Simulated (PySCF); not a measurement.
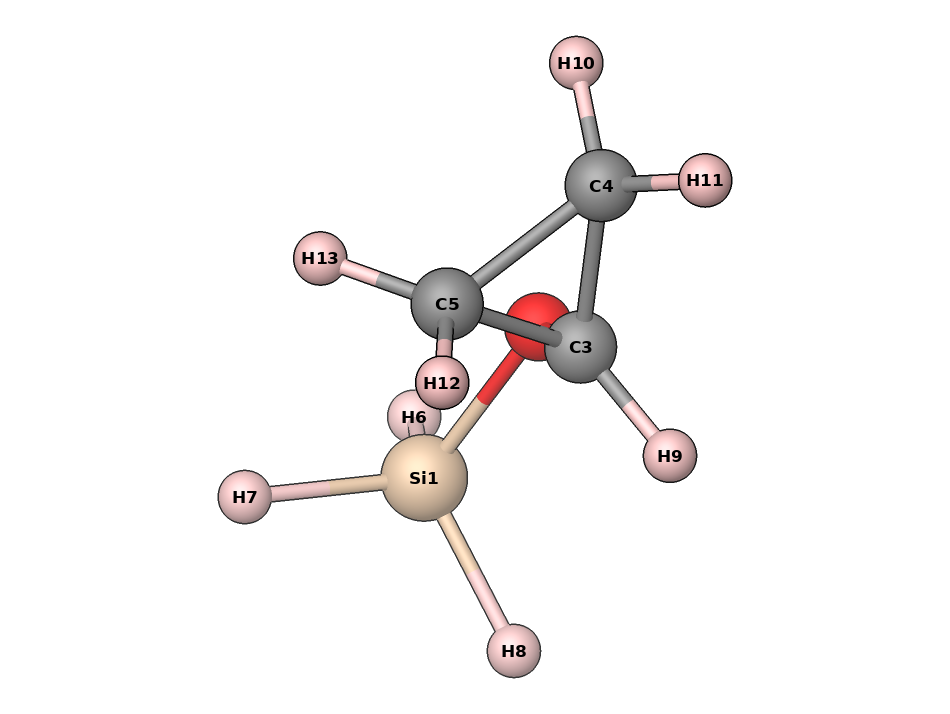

O2 lies behind C3. The molecule seen a little off the C3–O2 bond, C3 in front. Atoms fade into the background with distance from the viewer. The computed structure is the end point of a PBE0-D3(BJ)/def2-SVP optimisation. No frequency run is at hand to confirm it as a minimum.

What is the torsion angle C4–C3–O2–Si1? The sign is positive where the front bond must turn clockwise to cover the back bond.

Answer. −151°, antiperiplanar (anti).
